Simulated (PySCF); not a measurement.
# CH2Cl2Na: the cost of one run

Programs: PySCF 2.14.0. All values are calculated, for the isolated system unless a continuum is named. Atoms count from 0, parts from 1.

### 1 The system as given

6 atoms, charge 1, multiplicity 1; geometry: GFN2-xTB. Parts: 1 = atom 0, `[Na+]`, charge 1; 2 = atoms 1–5, `ClCCl`, charge 0.

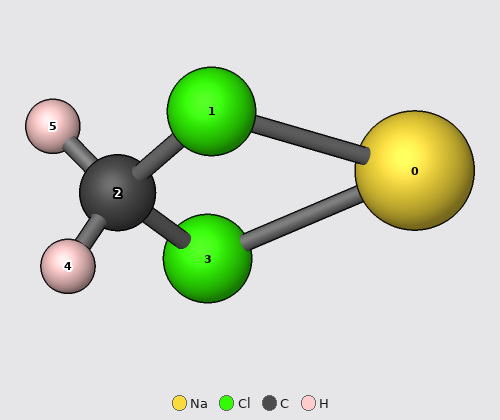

The starting geometry (sodium yellow, chlorine green, carbon dark grey, hydrogen pink), atoms numbered.

### 2 Relaxing the molecule at PBE0-D3(BJ)/def2-SVPD

What the job is given:

```
{"job": {"xc": "PBE0", "basis": "def2-SVPD", "d3": "d3bj", "grid": 2, "kind": "geom", "shake": 0.01}, "charge": 1, "multiplicity": 1, "parts": [{"atoms": "0-0", "charge": 1, "multiplicity": 1}, {"atoms": "1-5", "charge": 0, "multiplicity": 1}]}
Na     0.031133     0.275879    -0.323468
Cl     0.469121     2.802947    -0.988953
C      1.863750     2.375112    -1.948881
Cl     2.145158     0.641297    -1.881546
H      1.712553     2.667402    -2.988577
H      2.757773     2.869779    -1.512685
```

Command:

```console
$ OMP_NUM_THREADS=1 python cluster_run.py task.json out
```

The driver reads the jobs from task.json and runs them one after another.

**Question.** How long does this first job take on 1 thread of Arm Neoverse N1, shared host, and how much memory does it need?

About 51 s, with a peak of 0.49 GiB.
